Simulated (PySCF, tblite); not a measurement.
**C₅H₁₁NO₂Si: geometry, infrared bands and NMR shifts**

Wanted: the infrared bands and NMR shifts of C₅H₁₁NO₂Si (`C[C@]1(OC=O)CCN[SiH2]1`), by calculation.

Programs: tblite 0.8.0 and PySCF 2.14.0, with density-fitted response routines of our own. Each step states its level of theory. These are calculated values for one molecule in the gas phase, unless marked as measured. Atoms count from 0, in the outputs and in this text.

## Step 1: The starting structure

20 atoms, charge 0, multiplicity 1; geometry from: force field or distance geometry start.

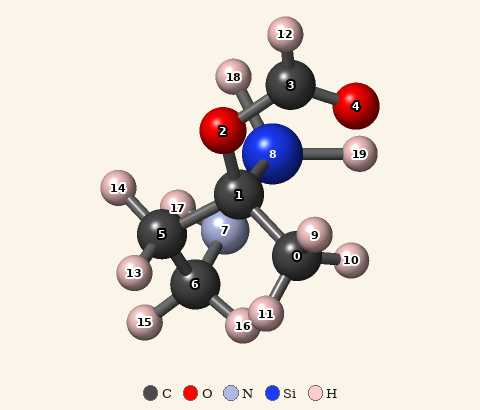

As it starts; carbon dark grey, oxygen red, nitrogen light blue, silicon blue, hydrogen pink, atoms numbered; sticks join atoms by distance.

## Step 2: Optimising the geometry with GFN2-xTB

Job settings and geometry (Å):

```
{"job": {"kind": "relax", "xc": "GFN2-xTB", "basis": "xTB"}, "charge": 0, "multiplicity": 1}
C      1.104700    -0.510800    -1.069400
C      0.398600    -0.208900     0.237900
O      1.285400    -0.187000     1.350900
C      2.305700     0.783900     1.280300
O      2.315300     1.494100     0.253100
C     -0.786600    -1.146700     0.463500
C     -1.686300    -0.735800    -0.689200
N     -2.103600     0.618400    -0.455900
Si    -0.585100     1.368600     0.167800
H      2.189600    -0.628100    -0.835300
H      0.969100     0.322400    -1.785000
H      0.768300    -1.482000    -1.460200
H      3.027000     0.896400     2.075700
H     -0.489600    -2.210000     0.368700
H     -1.276600    -0.942500     1.454300
H     -2.562400    -1.441700    -0.701900
H     -1.182600    -0.821700    -1.664300
H     -2.881700     0.647700     0.242500
H     -0.784400     1.849500     1.526800
H     -0.030100     2.344900    -0.763200
```

On the command line:

```bash
$ OMP_NUM_THREADS=1 python probes_run.py task.json out
```

The driver reads the jobs from task.json and runs them one after another.

**Question.** This job is followed by: GFN2-xTB harmonic vibrations, gas phase; GIAO PBE0/pcSseg-1 NMR shielding, non-relativistic, gas phase. What will the session give for the following? strongest single infrared mode (GFN2-xTB); zero-point energy (GFN2-xTB); 13C shifts against TMS (PBE0/pcSseg-1); 1H shifts against TMS (PBE0/pcSseg-1, means over atoms taken as alike); 17O shifts against H2O (PBE0/pcSseg-1); 15N shifts against NH3 (PBE0/pcSseg-1); 29Si shifts against TMS (PBE0/pcSseg-1).

As calculated:

| quantity | value |
| --- | --- |
| strongest single infrared mode (GFN2-xTB) | 2279 cm⁻¹, 455 km/mol |
| zero-point energy (GFN2-xTB) | 98.3 kcal/mol |
| 13C shifts against TMS (PBE0/pcSseg-1) | 169.6, 74.6, 46.4, 41.6, 23.7 ppm |
| 1H shifts against TMS (PBE0/pcSseg-1, means over atoms taken as alike) | 8.09, 5.05, 4.93, 3.44, 3.25, 2.20, 1.84, 1.39, -0.12 ppm |
| 17O shifts against H2O (PBE0/pcSseg-1) | 418.9, 260.9 ppm |
| 15N shifts against NH3 (PBE0/pcSseg-1) | 31.8 ppm |
| 29Si shifts against TMS (PBE0/pcSseg-1) | -38.5 ppm |

What this shows: Over 137 steps the energy fell by 1.448 eV; of the close pairs, O2–C3 changed most, 1.410 to 1.297 Å. No mode is imaginary among the 54: a minimum at this level. The strongest single mode, at 2279 cm⁻¹, moves mainly H18 and H19. Unscaled tight-binding wavenumbers are off by several per cent, some by more. Its intensities can rank the bands wrongly. C3 (ester carbonyl carbon) lies farthest downfield among carbon, at 169.6 ppm; it is a carbonyl in resonance with an O or N lone pair, the region of acids, esters and amides. At PBE0/pcSseg-1: Shielding is most anisotropic at O4 (span 628 ppm, paramagnetic term -488 ppm).
